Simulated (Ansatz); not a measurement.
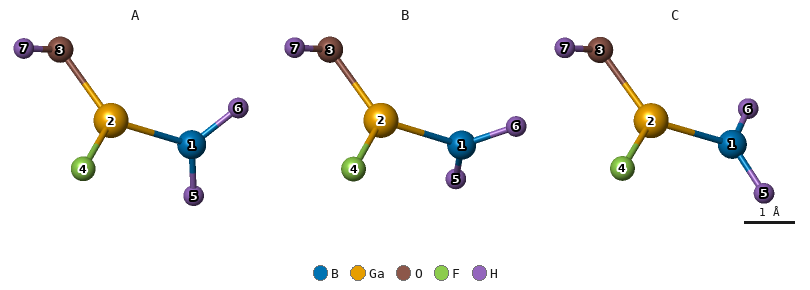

3 geometries from a converged minimum-energy path of GaBH₃OF, shuffled. A ball-and-stick model, seen from a free direction.

Method: RKS r2SCAN-D4/def2-SVP (Ansatz). Run with 5 movable images; climbing image; force threshold 0.03 eV/Å; iteration limit 60; starting path through a guess of the saddle point.

Question: Which frame is the transition state?

Answer: C. In order along the path, whose images run from 0 to 6: C (image 3, +6.8 kJ/mol), A (image 5, +1.8 kJ/mol), B (image 6, 0.0 kJ/mol). The motion is a rotation about the B1–Ga2 bond by about 180°. No bond forms or breaks between the ends.
